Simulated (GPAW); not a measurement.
**Ballistic transport through a Pb chain with an H atom on top of one atom, from relaxation to T(E)**

Aim: the conductance of a Pb chain with an H atom on top of one atom after relaxation, and whether geometry, basis or functional moves it most.

Method: GPAW LCAO, PAW setups; relaxation of the junction within the symmetry of its start, lead ends held, in the first sound run; inputs show where later runs differ, in GPAW 26.7.0.

**1. Set-up**

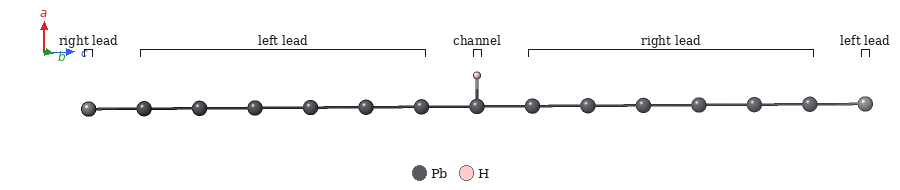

The starting structure, seen from the side, with the c axis across the page (lead dark grey, hydrogen pink). Some periodic images of atoms are drawn too.

The cell holds 14 atoms: 13 Pb and 1 H. Its edges and angles: a = 9.000 Å, b = 9.000 Å, c = 37.700 Å, α = 90.0°, β = 90.0°, γ = 90.0°. Regions: left lead, 6 atoms (6 Pb); channel, 2 atoms (1 Pb and 1 H); right lead, 6 atoms (6 Pb). Vacuum lies along a and b. The structure is stacked along c, and the current runs across the ab planes.

**2. Relaxing the atoms**

Transmission follows bond lengths closely, so the atoms between the held lead ends are relaxed first, within whatever symmetry the start has.

run.py

```python
import json
from ase import Atoms
from ase.constraints import FixAtoms
from ase.optimize import BFGS
from gpaw import GPAW, FermiDirac

device = Atoms(
    ['Pb', 'Pb', 'Pb', 'Pb', 'Pb', 'Pb', 'Pb', 'H', 'Pb', 'Pb', 'Pb', 'Pb', 'Pb', 'Pb'],
    positions=[
        [4.50000, 4.50000, 1.45000],
        [4.50000, 4.50000, 4.35000],
        [4.50000, 4.50000, 7.25000],
        [4.50000, 4.50000, 10.15000],
        [4.50000, 4.50000, 13.05000],
        [4.50000, 4.50000, 15.95000],
        [4.50000, 4.50000, 18.85000],
        [6.09830, 4.50000, 18.85000],
        [4.50000, 4.50000, 21.75000],
        [4.50000, 4.50000, 24.65000],
        [4.50000, 4.50000, 27.55000],
        [4.50000, 4.50000, 30.45000],
        [4.50000, 4.50000, 33.35000],
        [4.50000, 4.50000, 36.25000]],
    cell=[[9.0, 0.0, 0.0], [0.0, 9.0, 0.0], [0.0, 0.0, 37.7]],
    pbc=True)

device.set_constraint(FixAtoms([0, 1, 2, 3, 4, 9, 10, 11, 12, 13]))
device.calc = GPAW(mode='lcao', basis='dzp', xc='PBE', h=0.18,
                   kpts={'size': (1, 1, 2), 'gamma': True},
                   symmetry={'tolerance': 1e-3, 'extra_ids': [1, 1, 1, 1, 1, 0, 0, 0, 0, 1, 1, 1, 1, 1]},
                   occupations=FermiDirac(0.1), maxiter=250,
                   mixer=dict(beta=0.1, nmaxold=8, weight=100.0),
                   convergence=dict(density=0.0001), txt='relax.txt')
path = []
opt = BFGS(device, maxstep=0.15)
opt.attach(lambda: path.append((device.get_potential_energy(), device.positions.tolist(), device.get_forces().tolist())))
relaxed = bool(opt.run(fmax=0.05, steps=50))
json.dump(dict(relaxed=relaxed, path=path, positions=device.positions.tolist(), moments=device.get_magnetic_moments().tolist(),
               forces=device.get_forces(apply_constraint=False).tolist()), open('result.json', 'w'))
```

The run is started by

```sh
$ OMP_NUM_THREADS=1 OPENBLAS_NUM_THREADS=1 python run.py
```

The log of the run:

```text
Step          Energy          fmax
BFGS:    0      -29.147661        3.993926
BFGS:    1      -29.476849        1.884425
BFGS:    2      -29.606633        0.664188
BFGS:    3      -29.631876        0.258519
BFGS:    4      -29.636315        0.216676
BFGS:    5      -29.638892        0.231720
BFGS:    6      -29.641351        0.243928
BFGS:    7      -29.644933        0.171969
BFGS:    8      -29.646523        0.120509
BFGS:    9      -29.647460        0.133552
BFGS:   10      -29.648863        0.235620
BFGS:   11      -29.651172        0.249954
BFGS:   12      -29.710872        0.194094
BFGS:   13      -29.780957        0.149725
BFGS:   14      -29.822556        0.070495
BFGS:   15      -29.824209        0.063020
BFGS:   16      -29.825160        0.043893
```

It took 11 min on 1 thread of Arm Neoverse V1, shared host; peak memory 1.6 GiB.

Relaxation path:

```csv
step,energy less that of the first step (eV),largest force (eV/Å)
1,0.0000,3.9939
2,-0.3293,1.8844
3,-0.4592,0.6642
4,-0.4845,0.2585
5,-0.4890,0.2167
6,-0.4916,0.2317
7,-0.4942,0.2439
8,-0.4979,0.1720
9,-0.4995,0.1205
10,-0.5004,0.1336
11,-0.5015,0.2356
12,-0.5037,0.2500
13,-0.5587,0.1941
14,-0.6246,0.1497
15,-0.6621,0.0705
16,-0.6614,0.0630
17,-0.6634,0.0439
```

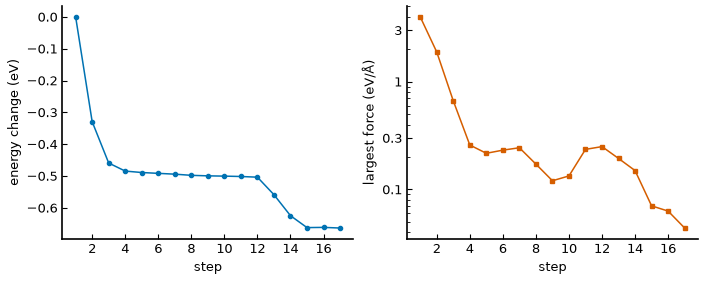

Energy and largest force along the relaxation.

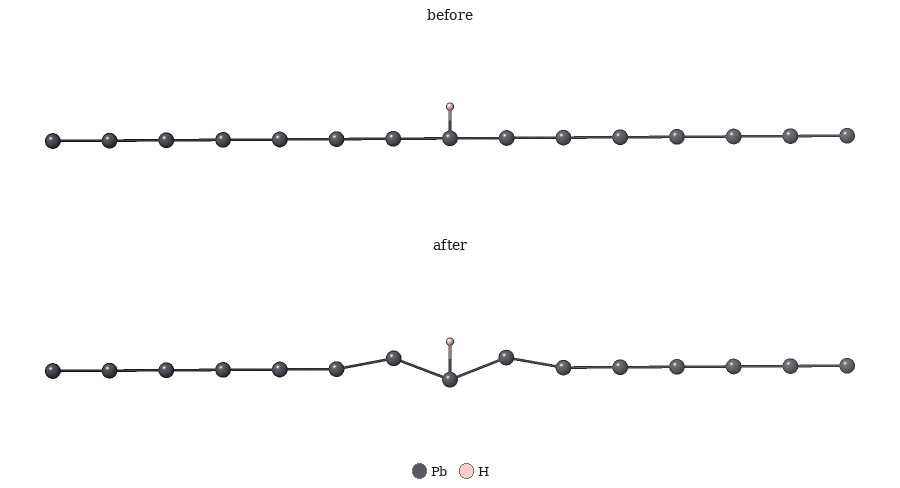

The structure before and after the relaxation, drawn at the same scale.

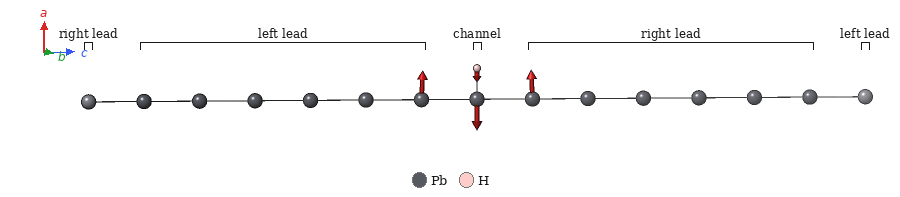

Displacements in the relaxation, exaggerated; the longest in the cell stands for 0.57 Å. Some periodic images of atoms are drawn too.

The atoms that moved most (Å):

```csv
atom,dx,dy,dz,length
Pb7,-0.572,0.000,0.000,0.572
Pb6,0.525,0.000,0.024,0.526
Pb9,0.525,0.000,-0.024,0.526
H8,-0.252,0.000,0.000,0.252
```

The relaxation lowered the energy of the cell by 0.663 eV (energies extrapolated to zero smearing; the optimiser's log prints free energies). The largest force left on a free atom is 0.044 eV/Å.

**3. Double-zeta polarised basis**

The script solves lead and junction separately, takes H and S in the orbital basis, and joins semi-infinite leads through their self-energies; the dzp basis is the working standard.

This step: GPAW LCAO, PAW setups; Landauer transmission from Green's functions with principal layers (ASE), zero bias (GPAW 26.7.0).

run.py

```python
import json
import numpy as np
from ase import Atoms
from ase.transport.calculators import TransportCalculator
from gpaw import GPAW, FermiDirac
from gpaw.lcao.tools import get_lcao_hamiltonian
from scipy.linalg import eigh

# The junction with lead layers at both ends, along the third cell vector
device = Atoms(
    ['Pb', 'Pb', 'Pb', 'Pb', 'Pb', 'Pb', 'Pb', 'H', 'Pb', 'Pb', 'Pb', 'Pb', 'Pb', 'Pb'],
    positions=[
        [4.50000, 4.50000, 1.45000],
        [4.50000, 4.50000, 4.35000],
        [4.50000, 4.50000, 7.25000],
        [4.50000, 4.50000, 10.15000],
        [4.50000, 4.50000, 13.05000],
        [5.02533, 4.50000, 15.97392],
        [3.92847, 4.50000, 18.85000],
        [5.84646, 4.50000, 18.85000],
        [5.02533, 4.50000, 21.72608],
        [4.50000, 4.50000, 24.65000],
        [4.50000, 4.50000, 27.55000],
        [4.50000, 4.50000, 30.45000],
        [4.50000, 4.50000, 33.35000],
        [4.50000, 4.50000, 36.25000]],
    cell=[[9.0, 0.0, 0.0], [0.0, 9.0, 0.0], [0.0, 0.0, 37.7]],
    pbc=True)

# One principal layer of the lead: the first 3 atoms of the device
lead = Atoms(
    ['Pb', 'Pb', 'Pb'],
    positions=[
        [4.50000, 4.50000, 1.45000],
        [4.50000, 4.50000, 4.35000],
        [4.50000, 4.50000, 7.25000]],
    cell=[[9.0, 0.0, 0.0], [0.0, 9.0, 0.0], [0.0, 0.0, 8.7]],
    pbc=True)

settings = dict(mode='lcao', basis='dzp', xc='PBE', h=0.2,
                occupations=FermiDirac(0.1), maxiter=250,
                mixer=dict(beta=0.1, nmaxold=8, weight=100.0),
                convergence=dict(density=0.0001))
energies = np.arange(-2, 2 + 1e-9, 0.025)
eta = 0.0001
n1, n2 = 1, 1
# k and -k transmit alike, so half of the mesh across the current serves
mesh = [(i, j) for i in range(n1) for j in range(n2) if (i, j) <= (-i % n1, -j % n2)]
weights = np.array([1 if (i, j) == (-i % n1, -j % n2) else 2 for i, j in mesh]) / (n1 * n2)

# [... helper functions left out ...]
fermi_lead = ground_state(lead, (1, 1, 13), 'lead.txt')
fermi_device = ground_state(device, (1, 1, 2), 'device.txt')
# [... loop over the mesh left out, but for ...]
        # Shift the lead onto the potential of the device's first layer
        shift = ((H[:, 0, 0] - H0[:, 0, 0]) / S0[0, 0]).real.mean()
# [...]
kT = 8.617333e-5 * 300
bias = [0.1, 0.2, 0.5, 1.0, 1.5, 2.0]
# [... integrals and printing left out ...]
```

The log of the run:

```text
basis functions: device 304, principal layer 69
Fermi level: lead -2.5493 eV, device -2.5096 eV; lead shifted by 0.0151 eV
largest coupling past the next layer 2.76e-08 eV, largest misfit of the first layer 0.028 eV
  E-E_F (eV)   T (one spin)  [channel counts left out]
    -2.000    7.2572e-01
    -1.975    7.3877e-01
    -1.950    7.5136e-01
    -1.925    7.6355e-01
    -1.900    7.7540e-01
    -1.875    7.8694e-01
    -1.850    7.9822e-01
    -1.825    8.0926e-01
    -1.800    8.2008e-01
    -1.775    8.3069e-01
    -1.750    8.4110e-01
    -1.725    8.5132e-01
    -1.700    8.6136e-01
    -1.675    8.7120e-01
    -1.650    8.8085e-01
    -1.625    8.9031e-01
[...]
1.825    2.0239e+00
     1.850    2.0089e+00
     1.875    1.9931e+00
     1.900    1.9764e+00
     1.925    1.9590e+00
     1.950    1.9408e+00
     1.975    1.9218e+00
     2.000    1.9022e+00
conductance at 300 K: 2.1363 G0 a cell; thermopower -1.135 uV/K
current from the zero-bias T(E) at 0.1 V: 16.549 uA
current from the zero-bias T(E) at 0.2 V: 33.077 uA
current from the zero-bias T(E) at 0.5 V: 82.442 uA
current from the zero-bias T(E) at 1.0 V: 162.26 uA
current from the zero-bias T(E) at 1.5 V: 226.64 uA
current from the zero-bias T(E) at 2.0 V: 285.3 uA
```

It took 68 s on 1 thread; peak memory 1.2 GiB.

This step gave:

| Property | Result |
| --- | --- |
| conductance | 2.136 G₀ |
| largest coupling past the next principal layer | 2.76e-8 eV |
| largest misfit of the first principal layer | 0.02759 eV |
| shift that aligns the lead | 0.01512 eV |
| basis functions of the junction | 304 |
| basis functions of a principal layer | 69 |
| transmission at the Fermi level (one spin) | 2.138 |

One spin. The transmission, zone mean by energy, zero at the Fermi level:

```csv
energy (eV),"transmission, zone mean"
-2.000,0.726
-1.800,0.820
-1.600,0.900
-1.400,0.964
-1.200,0.999
-1.175,0.999
-1.000,0.952
-0.800,0.647
-0.600,1.27
-0.400,1.90
-0.200,2.06
0.000,2.14
0.200,2.19
0.400,2.22
0.600,2.25
0.800,2.26
0.825,2.27
1.000,2.25
1.200,2.22
1.400,2.18
1.600,2.13
1.800,2.04
2.000,1.90
```

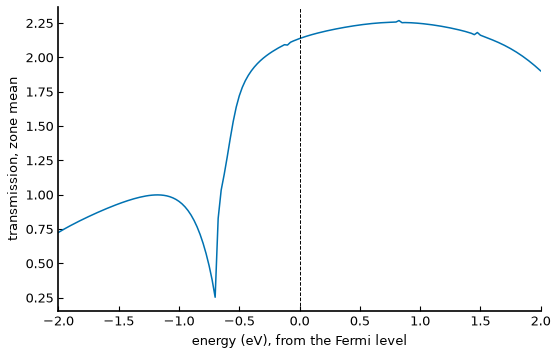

Transmission, zone mean against energy.

Not self-consistent under bias; the bias window is split evenly. The current through one cell, from the zero-bias transmission by bias:

```csv
bias (V),"current through one cell, from the zero-bias transmission (μA)"
0.100,16.5
0.200,33.1
0.500,82.4
1.000,162
1.500,227
2.000,285
```

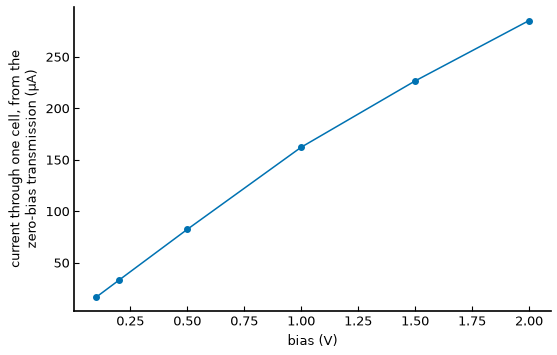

Current through one cell, from the zero-bias transmission, plotted against bias.

Transmission of the three most open eigenchannels against energy, zero at the Fermi level:

```csv
energy (eV),channel 1,channel 2,channel 3
-2.000,0.726,0,0
-1.500,0.934,0,0
-1.000,0.952,0,0
-0.500,0.885,0.758,0.0771
0.000,0.979,0.974,0.184
0.500,0.998,0.983,0.255
1.000,0.991,0.988,0.269
1.500,0.992,0.965,0.205
2.000,0.955,0.833,0.114
```

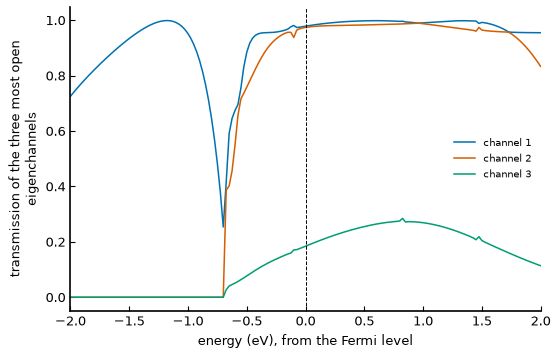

Transmission of the three most open eigenchannels against energy.

Couplings past the next layer reach 2.8e-8 eV, small enough to drop; the matrix elements of the cell's first layer differ from the bulk lead's by up to 0.028 eV. That layer keeps its own values in the calculation, and only beyond it is the lead taken as perfect. The Fermi levels of lead and junction count from different zeros of potential, one for each periodic cell; with both set to zero, the small remaining shift is what aligns them. Without spin-orbit coupling, which is large for these atoms, channel counts and T are those of the scalar-relativistic bands. By hand: G = 2.136 × 77.48 μS = 166 μS, a resistance of 6.04 kΩ; at 0.1 V a linear junction would pass 16.6 μA, and the integral over the bias window gives 16.5 μA.

**4. GPAW, szp: basis = "szp(dzp)"**

One radial function a shell plus polarisation makes the matrices smaller; the question is what that costs.

run.py: that of step 3 with these lines changed.

```diff
@@ -39,3 +39,3 @@
 
-settings = dict(mode='lcao', basis='dzp', xc='PBE', h=0.2,
+settings = dict(mode='lcao', basis='szp(dzp)', xc='PBE', h=0.2,
                 occupations=FermiDirac(0.1), maxiter=250,
```

The log of the run:

```text
basis functions: device 186, principal layer 42
Fermi level: lead -2.7191 eV, device -2.6718 eV; lead shifted by 0.0093 eV
largest coupling past the next layer 2.75e-08 eV, largest misfit of the first layer 0.028 eV
  E-E_F (eV)   T (one spin)  [channel counts left out]
    -2.000    7.3087e-01
    -1.975    7.4553e-01
    -1.950    7.5946e-01
    -1.925    7.7276e-01
    -1.900    7.8552e-01
    -1.875    7.9781e-01
    -1.850    8.0967e-01
    -1.825    8.2115e-01
    -1.800    8.3229e-01
    -1.775    8.4310e-01
    -1.750    8.5362e-01
    -1.725    8.6385e-01
    -1.700    8.7381e-01
    -1.675    8.8349e-01
    -1.650    8.9291e-01
    -1.625    9.0205e-01
[...]
1.825    2.0232e+00
     1.850    2.0085e+00
     1.875    1.9932e+00
     1.900    1.9771e+00
     1.925    1.9604e+00
     1.950    1.9429e+00
     1.975    1.9248e+00
     2.000    1.9060e+00
conductance at 300 K: 2.1371 G0 a cell; thermopower -1.06 uV/K
current from the zero-bias T(E) at 0.1 V: 16.556 uA
current from the zero-bias T(E) at 0.2 V: 33.098 uA
current from the zero-bias T(E) at 0.5 V: 82.485 uA
current from the zero-bias T(E) at 1.0 V: 162.27 uA
current from the zero-bias T(E) at 1.5 V: 225.45 uA
current from the zero-bias T(E) at 2.0 V: 284.32 uA
```

Wall time 50 s (1 thread); peak memory 1.2 GiB.

This step gave:

```yaml
conductance: 2.137 G₀
largest_coupling_past_the_next_principal_layer: 2.75e-8 eV
largest_misfit_of_the_first_principal_layer: 0.02850 eV
shift_that_aligns_the_lead: 0.009328 eV
basis_functions_of_the_junction: 186
basis_functions_of_a_principal_layer: 42
```

One spin. Table of transmission, zone mean by energy, zero at the Fermi level:

```csv
energy (eV),"transmission, zone mean"
-2.0000,0.731
-1.7500,0.854
-1.5000,0.944
-1.2500,0.996
-1.2000,0.999
-1.0000,0.952
-0.7500,0.532
-0.5000,1.72
-0.2500,2.03
0.0000,2.14
0.2500,2.20
0.5000,2.23
0.7500,2.25
0.8250,2.25
1.0000,2.25
1.2500,2.21
1.5000,2.16
1.7500,2.06
2.0000,1.91
```

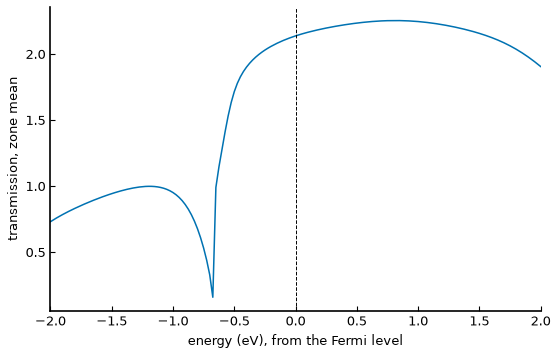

Transmission, zone mean against energy.

Not self-consistent under bias; the bias window is split evenly. Current through one cell, from the zero-bias transmission against bias:

```csv
bias (V),"current through one cell, from the zero-bias transmission (μA)"
0.100,16.6
0.200,33.1
0.500,82.5
1.000,162
1.500,225
2.000,284
```

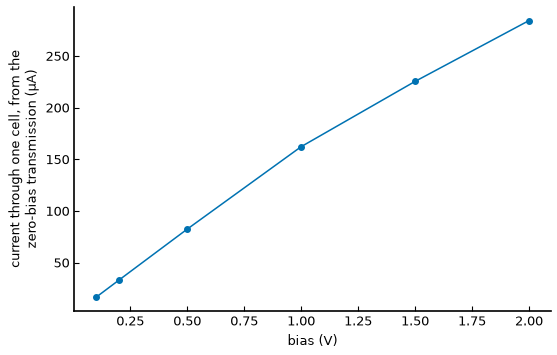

Current through one cell, from the zero-bias transmission against bias.

Transmission of the three most open eigenchannels against energy, zero at the Fermi level:

```csv
energy (eV),channel 1,channel 2,channel 3
-2.000,0.731,0,0
-1.500,0.944,0,0
-1.000,0.952,0,0
-0.500,0.872,0.770,0.0728
0.000,0.980,0.977,0.181
0.500,0.998,0.986,0.251
1.000,0.992,0.989,0.265
1.500,0.993,0.966,0.198
2.000,0.962,0.834,0.110
```

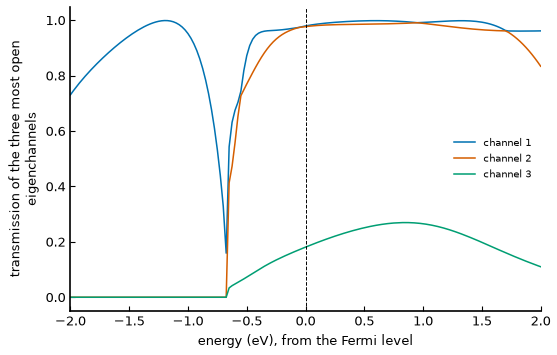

Transmission of the three most open eigenchannels against energy.

The conductance equals that of the dzp run to 0.2 %.

**5. Minimal basis**

One function for each valence shell of the setup, as for a first survey of a large system.

run.py: that of step 4 with these lines changed.

```diff
@@ -39,3 +39,3 @@
 
-settings = dict(mode='lcao', basis='szp(dzp)', xc='PBE', h=0.2,
+settings = dict(mode='lcao', basis='sz(dzp)', xc='PBE', h=0.2,
                 occupations=FermiDirac(0.1), maxiter=250,
```

The log of the run:

```text
basis functions: device 118, principal layer 27
Fermi level: lead -2.6065 eV, device -2.5658 eV; lead shifted by 0.0188 eV
largest coupling past the next layer 2.77e-08 eV, largest misfit of the first layer 0.023 eV
  E-E_F (eV)   T (one spin)  [channel counts left out]
    -2.000    7.5547e-01
    -1.975    7.6827e-01
    -1.950    7.8055e-01
[...]
1.975    1.9328e+00
     2.000    1.9137e+00
conductance at 300 K: 2.1285 G0 a cell; thermopower -0.9671 uV/K
current from the zero-bias T(E) at 0.1 V: 16.489 uA
current from the zero-bias T(E) at 0.2 V: 32.966 uA
current from the zero-bias T(E) at 0.5 V: 82.176 uA
current from the zero-bias T(E) at 1.0 V: 162.18 uA
current from the zero-bias T(E) at 1.5 V: 229.34 uA
current from the zero-bias T(E) at 2.0 V: 287.12 uA
```

Elapsed: 33 s, on 1 thread; peak memory 1.1 GiB.

Numbers from this step:

```
conductance                                    : 2.129 G₀
largest coupling past the next principal layer : 2.77e-8 eV
largest misfit of the first principal layer    : 0.02303 eV
shift that aligns the lead                     : 0.01881 eV
basis functions of the junction                : 118
basis functions of a principal layer           : 27
transmission at the Fermi level (one spin)     : 2.129
```

The conductance, 2.13 G₀, lies 0.4 % below that of the dzp run.

**6. LDA in the dzp basis: xc = "LDA"**

Back in the dzp basis, the functional changes from PBE to LDA, to set the spread between functionals beside that between bases.

run.py: that of step 5 with these lines changed.

```diff
@@ -39,3 +39,3 @@
 
-settings = dict(mode='lcao', basis='sz(dzp)', xc='PBE', h=0.2,
+settings = dict(mode='lcao', basis='dzp', xc='LDA', h=0.2,
                 occupations=FermiDirac(0.1), maxiter=250,
```

The log of the run:

```text
basis functions: device 304, principal layer 69
Fermi level: lead -2.8325 eV, device -2.7941 eV; lead shifted by 0.0093 eV
largest coupling past the next layer 2.83e-08 eV, largest misfit of the first layer 0.028 eV
  E-E_F (eV)   T (one spin)  [channel counts left out]
    -2.000    7.6450e-01
    -1.975    7.7544e-01
    -1.950    7.8608e-01
[...]
1.975    1.9332e+00
     2.000    1.9137e+00
conductance at 300 K: 2.1711 G0 a cell; thermopower -1.103 uV/K
current from the zero-bias T(E) at 0.1 V: 16.819 uA
current from the zero-bias T(E) at 0.2 V: 33.62 uA
current from the zero-bias T(E) at 0.5 V: 83.753 uA
current from the zero-bias T(E) at 1.0 V: 164.57 uA
current from the zero-bias T(E) at 1.5 V: 229 uA
current from the zero-bias T(E) at 2.0 V: 287.99 uA
```

Wall time 58 s (1 thread); peak memory 1.2 GiB.

Numbers from this step:

| Property | Result |
| --- | --- |
| conductance | 2.171 G₀ |
| largest coupling past the next principal layer | 2.83e-8 eV |
| largest misfit of the first principal layer | 0.02836 eV |
| shift that aligns the lead | 0.009328 eV |
| basis functions of the junction | 304 |
| basis functions of a principal layer | 69 |
| transmission at the Fermi level (one spin) | 2.172 |

The conductance, 2.17 G₀, lies 1.6 % above that of the dzp run.

[end of part 1 of 2]

[Logs are printed without paths, hosts, clocks, repeated set-up lines and the standing remarks that a program may print on its own settings, such as how far it seeks lower states.]

[Hosts, paths, dates, database ids (printed as entryN), source tags and the programs' standing remarks are cut or masked in the printed files.]
